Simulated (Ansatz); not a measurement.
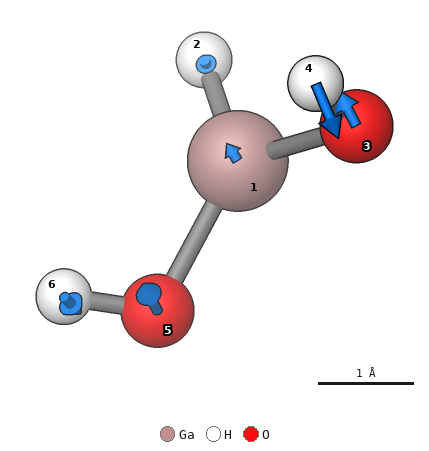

This is a relaxation of GaH$_{3}$O$_{2}$. The starting structure is drawn; blue arrows show the displacements, at their true length. The two geometries are superimposed by the best rigid fit.

A ball-and-stick model, seen from a free direction.

The run prepares the start of a later molecular dynamics calculation, from a guessed geometry.

All numbers below come from RKS B3LYP-D4/def2-SVP in Ansatz.

Input file:
```yaml
crystal:
  periodic: [false, false, false]
  atoms:
    - { symbol: Ga, position_ang: [0.0, 0.0, 0.0] }
    - { symbol: H, position_ang: [0.0, 0.0, 1.57] }
    - { symbol: O, position_ang: [1.5501, 0.0, -0.895] }
    - { symbol: H, position_ang: [1.85, -0.9519, -1.0499] }
    - { symbol: O, position_ang: [-1.5501, 0.0, -0.895] }
    - { symbol: H, position_ang: [-2.0598, -0.8467, -0.6865] }
basis:
  gaussian: { orbitals: def2-SVP }
hamiltonian:
  xc: b3lyp
  dispersion: d4
relax:
  f_tol: 0.02
  max_steps: 40
output:
  orbitals: {}
```

Run as
```bash
ansatz run input.yaml --threads 1 --pin off --max-ram 2048MiB --backend cpu --events-out ev --progress --plain --runs-dir out
```

What happened in the run?

After 6 geometry steps the energy has fallen by 0.529 eV. Largest force component: 1.8 eV/Å at the start, 0.015 eV/Å at the end. The largest move after the best rigid fit is that of H4, 0.64 Å. Largest moves by element: H 0.64 Å, O 0.60 Å, Ga 0.23 Å. Near-neighbour distances that change, for instance: O3–H4 1.010 → 0.967 Å, Ga1–H2 1.570 → 1.553 Å, Ga1–O3 1.790 → 1.783 Å. Bond angles that change, for instance: O3–Ga1–O5 120.0° → 112.9°, H2–Ga1–O5 120.0° → 126.5°, Ga1–O5–H6 109.5° → 115.0°. Groups turn about Ga1–O3 by about 90°, Ga1–O5 by about 60°.
